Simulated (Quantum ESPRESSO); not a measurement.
## MnS (Alabandite): energy over the lowest, ferro + against volume, fitted and tested on a withheld row

System: MnS (Alabandite), 1 Mn and 1 S in the cell, space group Fm-3m. From the study “MnS (Alabandite): magnetism against volume”.

Method: PBE with U = 4 eV on Mn d; plane waves with GBRV 1.5 PBE potentials (Quantum ESPRESSO 7.5). Settings shared by all rows: cutoff 544.23 eV, fermi-dirac occupations, smearing width 0.05 eV.

The table, with one value held back:

| volume (factor) | energy over the lowest, ferro + (meV an atom) |
| --- | --- |
| 0.92 | 94.61 |
| 0.96 | ? |
| 1 | 18.36 |
| 1.04 | 7.71 |
| 1.08 | 10.91 |

**Question.** Choose a law, fit it, and give the withheld energy over the lowest, ferro + (volume = 0.96 factor).

**Law.** Energy against volume follows the Birch–Murnaghan form, which is a polynomial in the Eulerian strain: second order (which fixes B′ at 4), a parabola in t = (V/1)^(−2/3) − 1. In symbols, E = c0 + c1 t + c2 t², with energy over the lowest, ferro + in meV an atom.

**Fit.** Least squares on 4 rows gives c0 = 18.4028, c1 = 701.726 and c2 = 11045.

| volume (factor) | t | computed | fit | computed − fit |
| --- | --- | --- | --- | --- |
| 0.92 | 0.057162 | 94.61 | 94.604 | 0.006 |
| 1 | 0 | 18.36 | 18.403 | -0.043 |
| 1.04 | -0.025808 | 7.71 | 7.649 | 0.061 |
| 1.08 | -0.050013 | 10.91 | 10.934 | -0.024 |

The slope vanishes at t = -0.03177, so the minimum lies at V = 1 × (1 + t)^(−3/2) = 1.05. That is the minimum of this magnetic state alone.

**Prediction.** At volume = 0.96 factor, t = 0.027588, so the law predicts 46.169 meV an atom. The computed value is 46.02 meV an atom, 0.149 below the prediction. The row lies between fitted rows, so this is an interpolation.

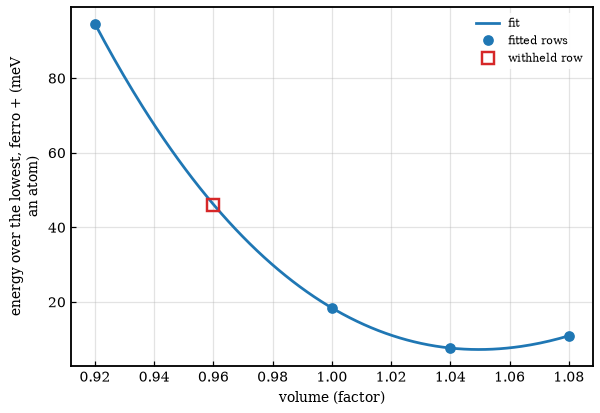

The rows, the fitted law and the withheld row.

[Hosts, paths, dates, database ids (printed as entryN), source tags and the programs' standing remarks are cut or masked in the printed files.]

[Where a cell is said to come from a database of computed structures, the database is the Materials Project.]
